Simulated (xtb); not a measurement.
## Geometry relaxation, with input and output: C2H6OSSi (part 1 of 4)

The run: geometry relaxation of C2H6OSSi. Method and program: GFN2-xTB (xtb 6.7.1).

The geometry comes from this level: GFN2-xTB.

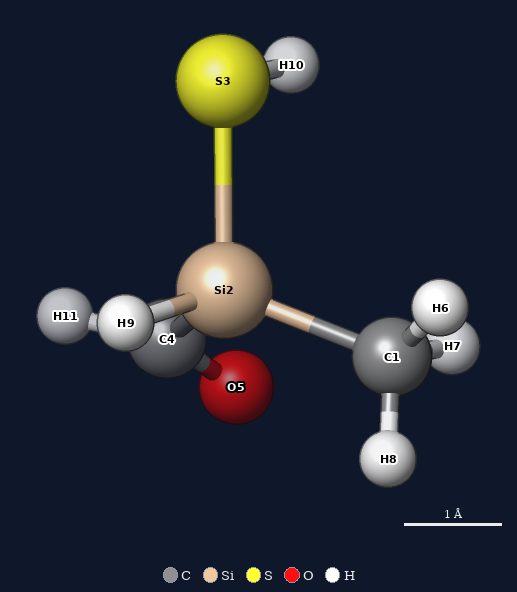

Fig. 1: The starting structure (ball-and-stick view, seen at a tilt; atoms are numbered from 1 in the order of the input). Bond lengths as drawn: C–H 1.09 to 1.11 Å, C–O 1.20 Å, C–Si 1.89 to 1.92 Å, H–S 1.33 Å, H–Si 1.46 Å and S–Si 2.16 Å.

## Input (mol.xyz)
```
11
C2H6OSSi
C     -1.36371000     0.77381000    -0.16538000
Si     0.45407000     0.45255000     0.25047000
S      0.68357000    -0.46784000     2.19459000
C      1.19016000    -0.81525000    -0.99660000
O      0.51943000    -1.43616000    -1.78088000
H     -1.89710000     1.21595000     0.67263000
H     -1.86640000    -0.15380000    -0.43311000
H     -1.45402000     1.44767000    -1.01281000
H      1.32544000     1.61677000     0.33105000
H      0.12483000    -1.62999000     1.88680000
H      2.28374000    -1.00371000    -0.94675000
```

## File .CHRG
```
0
```

## File .UHF
```
0
```

Launch command:
```bash
xtb mol.xyz --ohess tight > out.txt 2> xtb.err
```

## What the program printed
```
* xtb version 6.7.1
   ID    Z sym.   atoms
    1    6 C      1, 4
    2   14 Si     2
    3   16 S      3
    4    8 O      5
    5    1 H      6-11

           -------------------------------------------------
          |                Calculation Setup                |
           -------------------------------------------------

          program call               : xtb mol.xyz --ohess tight
          coordinate file            : mol.xyz
          omp threads                :                     1

           -------------------------------------------------
          |                 G F N 2 - x T B                 |
           -------------------------------------------------

      * Hamiltonian:
        H0-scaling (s, p, d)           1.850000    2.230000    2.230000
        zeta-weighting                 0.500000
      * Dispersion:
        s8                             2.700000
        a1                             0.520000
        a2                             5.000000
        s9                             5.000000
      * Repulsion:
        kExp                           1.500000    1.000000
        rExp                           1.000000
      * Coulomb:
        alpha                          2.000000
        third order                    shell-resolved
        anisotropic                    true
        a3                             3.000000
        a5                             4.000000
        cn-shift                       1.200000
        cn-exp                         4.000000
        max-rad                        5.000000

          ...................................................
          :                      SETUP                      :
          :.................................................:
          :  # basis functions                  38          :
          :  # atomic orbitals                  36          :
          :  # shells                           18          :
          :  # electrons                        30          :
          :  max. iterations                   250          :
          :  Hamiltonian                  GFN2-xTB          :
          :  restarted?                      false          :
          :  GBSA solvation                  false          :
          :  PC potential                    false          :
          :  electronic temp.          300.0000000     K    :
          :  accuracy                    1.0000000          :
          :  -> integral cutoff          0.2500000E+02      :
          :  -> integral neglect         0.1000000E-07      :
          :  -> SCF convergence          0.1000000E-05 Eh   :
          :  -> wf. convergence          0.1000000E-03 e    :
          :  Broyden damping             0.4000000          :
          :  net charge                          0          :
          :  unpaired electrons                  0          :
          ...................................................

 iter      E             dE          RMSdq      gap      omega  full diag
   1    -16.4015310 -0.164015E+02  0.666E+00    2.87       0.0  T
   2    -16.4841348 -0.826038E-01  0.314E+00    2.35       1.0  T
   3    -16.4986795 -0.145447E-01  0.234E+00    2.51       1.0  T
   4    -16.5055714 -0.689186E-02  0.815E-01    2.30       1.0  T
   5    -16.5072336 -0.166223E-02  0.375E-01    2.36       1.0  T
   6    -16.5072021  0.315575E-04  0.181E-01    2.41       1.0  T
   7    -16.5073312 -0.129126E-03  0.874E-02    2.39       1.0  T
   8    -16.5073379 -0.670707E-05  0.373E-02    2.39       1.0  T
   9    -16.5073394 -0.151343E-05  0.100E-02    2.39       3.0  T
  10    -16.5073398 -0.377057E-06  0.457E-03    2.39       6.6  T
  11    -16.5073398 -0.161063E-07  0.139E-03    2.39      21.6  T
  12    -16.5073398  0.102389E-10  0.346E-04    2.39      87.0  T
  13    -16.5073398 -0.645901E-09  0.139E-04    2.39     217.5  T

   *** convergence criteria satisfied after 13 iterations ***

         #    Occupation            Energy/Eh            Energy/eV
      -------------------------------------------------------------
         1        2.0000           -0.7752936             -21.0968
       ...           ...                  ...                  ...
         9        2.0000           -0.4938097             -13.4372
        10        2.0000           -0.4905317             -13.3480
        11        2.0000           -0.4860528             -13.2262
        12        2.0000           -0.4486185             -12.2075
        13        2.0000           -0.4319194             -11.7531
        14        2.0000           -0.3970586             -10.8045
        15        2.0000           -0.3834900             -10.4353 (HOMO)
        16                         -0.2955702              -8.0429 (LUMO)
        17                         -0.1961851              -5.3385
        18                         -0.1921702              -5.2292
        19                         -0.1841136              -5.0100
        20                         -0.1589127              -4.3242
       ...                                ...                  ...
        36                          0.7062471              19.2180
      -------------------------------------------------------------
                  HL-Gap            0.0879198 Eh            2.3924 eV
             Fermi-level           -0.3395301 Eh           -9.2391 eV

 SCC (total)                   0 d,  0 h,  0 min,  0.004 sec
 SCC setup                      ...        0 min,  0.000 sec (  1.345%)
 Dispersion                     ...        0 min,  0.000 sec (  0.814%)
 classical contributions        ...        0 min,  0.000 sec (  0.296%)
 integral evaluation            ...        0 min,  0.001 sec ( 14.402%)
 iterations                     ...        0 min,  0.002 sec ( 55.902%)
 molecular gradient             ...        0 min,  0.001 sec ( 26.130%)
 printout                       ...        0 min,  0.000 sec (  0.940%)

         :::::::::::::::::::::::::::::::::::::::::::::::::::::
         ::                     SUMMARY                     ::
         :::::::::::::::::::::::::::::::::::::::::::::::::::::
         :: total energy             -16.353714016156 Eh    ::
         :: gradient norm              0.000831088167 Eh/a0 ::
         :: HOMO-LUMO gap              2.392420678017 eV    ::
         ::.................................................::
         :: SCC energy               -16.507323457276 Eh    ::
         :: -> isotropic ES            0.040608290562 Eh    ::
         :: -> anisotropic ES          0.000371175539 Eh    ::
         :: -> anisotropic XC          0.005188438634 Eh    ::
         :: -> dispersion             -0.007143314565 Eh    ::
         :: repulsion energy           0.153609441120 Eh    ::
         :: add. restraining           0.000000000000 Eh    ::
         :: total charge               0.000000000000 e     ::
         :::::::::::::::::::::::::::::::::::::::::::::::::::::

      -----------------------------------------------------------
     |                   =====================                   |
     |                        A N C O P T                        |
     |                   =====================                   |
     |               Approximate Normal Coordinate               |
     |                Rational Function Optimizer                |
      -----------------------------------------------------------
      -----------------------------------------------------------
     |                   =====================                   |
     |                        A N C O P T                        |
     |                   =====================                   |
     |               Approximate Normal Coordinate               |
     |                Rational Function Optimizer                |
      -----------------------------------------------------------

          ...................................................
          :                      SETUP                      :
          :.................................................:
          :   optimization level             tight          :
          :   max. optcycles                   200          :
          :   ANC micro-cycles                  20          :
          :   degrees of freedom                27          :
          :.................................................:
          :   RF solver                   davidson          :
          :   write xtbopt.log                true          :
          :   linear?                        false          :
          :   energy convergence         0.1000000E-05 Eh   :
          :   grad. convergence          0.8000000E-03 Eh/α :
          :   maxmium RF displ.          1.0000000          :
          :   Hlow (freq-cutoff)         0.1000000E-01      :
          :   Hmax (freq-cutoff)         5.0000000          :
          :   S6 in model hess.         20.0000000          :
          ...................................................

generating ANC from exact Hessian ...
Using Lindh-Hessian (1995)
 Shifting diagonal of input Hessian by    9.3048201641393012E-003
 Lowest  eigenvalues of input Hessian
    0.000000    0.000000    0.000000    0.000000    0.000000    0.000000
    0.010000    0.011255    0.012568    0.013118    0.013379    0.014022
    0.016723    0.022250    0.024888    0.032861    0.046891    0.052046
 Highest eigenvalues
    0.852177    0.931520    1.023993    1.081395    1.088209    2.064858

........................................................................
.............................. CYCLE    1 ..............................
........................................................................

 iter      E             dE          RMSdq      gap      omega  full diag
   1    -16.5073398 -0.165073E+02  0.516E-05    2.39       0.0  T
   2    -16.5073398 -0.201084E-11  0.310E-05    2.39     972.0  T
   3    -16.5073398 -0.536460E-12  0.274E-05    2.39    1099.2  T
     SCC iter.                  ...        0 min,  0.001 sec
     gradient                   ...        0 min,  0.001 sec
 * total energy  :   -16.3537140 Eh     change       -0.4948930E-11 Eh
   gradient norm :     0.0008307 Eh/α   predicted     0.0000000E+00 (-100.00%)
   displ. norm   :     0.0402559 α      lambda       -0.1843367E-04
   maximum displ.:     0.0285743 α      in ANC's #10, #8, #3, ...

........................................................................
.............................. CYCLE    2 ..............................
........................................................................

 iter      E             dE          RMSdq      gap      omega  full diag
   1    -16.5073549 -0.165074E+02  0.168E-01    2.39       0.0  T
   2    -16.5073563 -0.132877E-05  0.102E-01    2.39       1.0  T
   3    -16.5073546  0.167350E-05  0.263E-02    2.38       1.1  T
   4    -16.5073567 -0.208214E-05  0.108E-02    2.38       2.8  T
   5    -16.5073569 -0.207909E-06  0.446E-03    2.38       6.8  T
   6    -16.5073569 -0.123523E-08  0.142E-03    2.38      21.3  T
   7    -16.5073569 -0.247509E-08  0.841E-04    2.38      35.9  T
   8    -16.5073569 -0.107140E-08  0.571E-04    2.38      52.8  T
     SCC iter.                  ...        0 min,  0.001 sec
     gradient                   ...        0 min,  0.001 sec
 * total energy  :   -16.3536551 Eh     change        0.5891584E-04 Eh
   gradient norm :     0.0041802 Eh/α   predicted    -0.9223427E-05 (-115.66%)
   displ. norm   :     0.0215763 α      lambda       -0.8297656E-04
   maximum displ.:     0.0158650 α      in ANC's #10, #3, #8, ...

........................................................................
.............................. CYCLE    3 ..............................
........................................................................

 iter      E             dE          RMSdq      gap      omega  full diag
   1    -16.5074877 -0.165075E+02  0.933E-02    2.39       0.0  T
   2    -16.5074881 -0.427426E-06  0.569E-02    2.39       1.0  T
   3    -16.5074875  0.635536E-06  0.154E-02    2.39       2.0  T
   4    -16.5074883 -0.783338E-06  0.596E-03    2.39       5.1  T
   5    -16.5074883 -0.595134E-07  0.265E-03    2.39      11.4  T
   6    -16.5074883  0.511946E-11  0.783E-04    2.39      38.5  T
   7    -16.5074883 -0.969930E-09  0.475E-04    2.39      63.5  T
     SCC iter.                  ...        0 min,  0.001 sec
     gradient                   ...        0 min,  0.001 sec
 * total energy  :   -16.3537106 Eh     change       -0.5550605E-04 Eh
   gradient norm :     0.0013974 Eh/α   predicted    -0.4150775E-04 ( -25.22%)
   displ. norm   :     0.0236307 α      lambda       -0.1560721E-04
   maximum displ.:     0.0122341 α      in ANC's #4, #10, #5, ...

........................................................................
.............................. CYCLE    4 ..............................
........................................................................

 iter      E             dE          RMSdq      gap      omega  full diag
   1    -16.5074459 -0.165074E+02  0.713E-02    2.39       0.0  T
   2    -16.5074461 -0.198864E-06  0.443E-02    2.39       1.0  T
   3    -16.5074460  0.140045E-06  0.897E-03    2.39       3.4  T
   4    -16.5074462 -0.193898E-06  0.527E-03    2.39       5.7  T
   5    -16.5074462 -0.424557E-07  0.191E-03    2.39      15.8  T
   6    -16.5074462 -0.221185E-09  0.706E-04    2.39      42.7  T
   7    -16.5074462 -0.577710E-09  0.448E-04    2.39      67.3  T
     SCC iter.                  ...        0 min,  0.001 sec
     gradient                   ...        0 min,  0.001 sec
 * total energy  :   -16.3537173 Eh     change       -0.6705075E-05 Eh
   gradient norm :     0.0007326 Eh/α   predicted    -0.7805972E-05 (  16.42%)
   displ. norm   :     0.0120723 α      lambda       -0.3113596E-05
   maximum displ.:     0.0066704 α      in ANC's #5, #7, #1, ...

........................................................................
.............................. CYCLE    5 ..............................
........................................................................

 iter      E             dE          RMSdq      gap      omega  full diag
   1    -16.5074673 -0.165075E+02  0.273E-02    2.39       0.0  T
   2    -16.5074673 -0.287710E-07  0.166E-02    2.39       1.8  T
   3    -16.5074673 -0.663815E-08  0.283E-03    2.39      10.7  T
   4    -16.5074673  0.718298E-09  0.147E-03    2.39      20.6  T
   5    -16.5074673 -0.421791E-08  0.636E-04    2.39      47.4  T
   6    -16.5074673 -0.791236E-09  0.278E-04    2.39     108.6  T
     SCC iter.                  ...        0 min,  0.001 sec
     gradient                   ...        0 min,  0.001 sec
 * total energy  :   -16.3537200 Eh     change       -0.2677450E-05 Eh
   gradient norm :     0.0002561 Eh/α   predicted    -0.1554811E-05 ( -41.93%)
   displ. norm   :     0.0226302 α      lambda       -0.2365236E-05
   maximum displ.:     0.0161013 α      in ANC's #5, #1, #4, ...

........................................................................
.............................. CYCLE    6 ..............................
........................................................................
```
